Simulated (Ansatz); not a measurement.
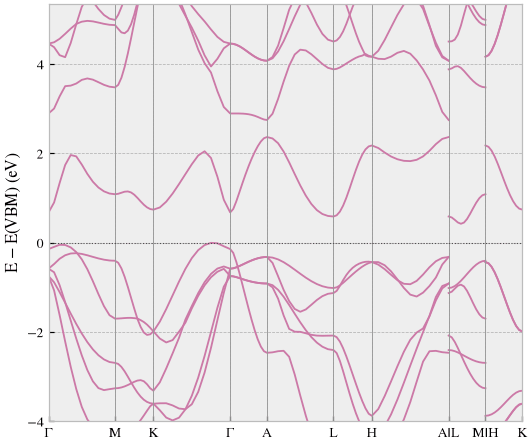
Fig. 1. Band structure from DFT-PBE+D3(BJ) in the program Ansatz with PAW potentials

The gap is 0.34 eV; an edge lies off the plotted path or next to a special point (maximum on the K–Γ line, 78 % of the way from K, minimum off the standard path).

The material is SnSe2 (CdI2 type, space group No. 164).

Space group P-3m1 (CdI2 type). The PBE+D3(BJ) relaxation kept the symmetry of its start; of distortions, only those at the zone centre were tested. Spin–orbit coupling is left out wherever it is not named.

Potentials: the later of the program's two PAW sets.
